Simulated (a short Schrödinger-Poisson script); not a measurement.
System: symmetric double-gate stack, SiO2 on p-type Si(100), at 77 K.

```tsv
layer	material	thickness (nm)	Na (cm⁻³)
1	SiO2	4	-
2	Si	2	8e15
3	SiO2	4	-
```

The device is made up for the run: typed textbook-type constants, with dimensions and the other settings drawn at random. SiO2: permittivity 3.9, conduction-band edge (eV) 3.15, gap (eV) 9, electron mass (mₑ) 0.5. Si: permittivity 11.7, conduction-band edge (eV) 0, gap (eV) 1.124, Nv at 300 K (cm⁻³) 3.1e19.

Channel valleys (confinement mass, in-plane density-of-states mass, number): Δ2 0.916, 0.19, 2; Δ4 0.19, 0.417, 4. At the gates, both at one voltage, the conduction-band edge of layer 1 lies 3.33 eV − eVg above the Fermi level of the channel. Gaps are held at their typed values at every temperature. Mesh 0.03 nm at interfaces.

Solved with a short Schrödinger-Poisson script written for these runs: 1D Poisson equation in equilibrium, electrons quantum, Hartree (BenDaniel-Duke, 12 states a valley, the channel's in-plane mass for all, wave functions free to enter the dielectric), parabolic valleys, classical holes, full ionisation, no traps, pinning or gate leakage.

Only gate voltages with over 1e8 electrons/cm² are shown.

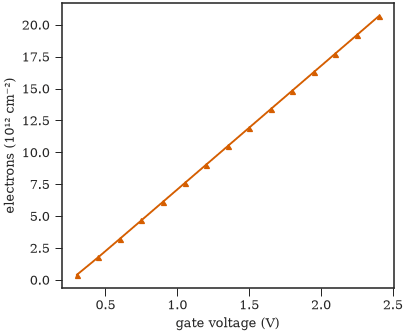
Fig. 1. Sheet density against gate voltage

```csv
Vg (V),electrons (cm⁻²),C (μF/cm²),Δ2 E0 (meV),Δ2 E1 (meV),Δ4 E0 (meV),Δ4 E1 (meV)
0.3,3.92e11,1.37,5.3,264.5,171.7,967.9
0.45,1.78e12,1.53,-9.9,247.9,155.9,949.9
0.6,3.22e12,1.55,-20.0,236.2,145.1,936.9
0.75,4.67e12,1.55,-29.4,225.2,135.0,924.6
0.9,6.12e12,1.55,-38.6,214.5,125.1,912.5
1.05,7.58e12,1.55,-47.7,203.7,115.3,900.4
1.2,9.03e12,1.55,-56.9,193.0,105.5,888.4
1.35,1.05e13,1.55,-66.0,182.4,95.6,876.3
1.5,1.19e13,1.55,-75.2,171.7,85.8,864.3
1.65,1.34e13,1.55,-84.3,161.0,76.0,852.3
1.8,1.48e13,1.55,-93.5,150.3,66.2,840.3
1.95,1.63e13,1.55,-102.7,139.6,56.4,828.3
2.1,1.78e13,1.55,-111.8,129.0,46.6,816.3
2.25,1.92e13,1.56,-120.9,118.4,36.9,804.4
2.4,2.07e13,1.56,-129.7,108.1,27.4,792.8
```

Subbands count from the Fermi level. The capacitance is that of both gates.
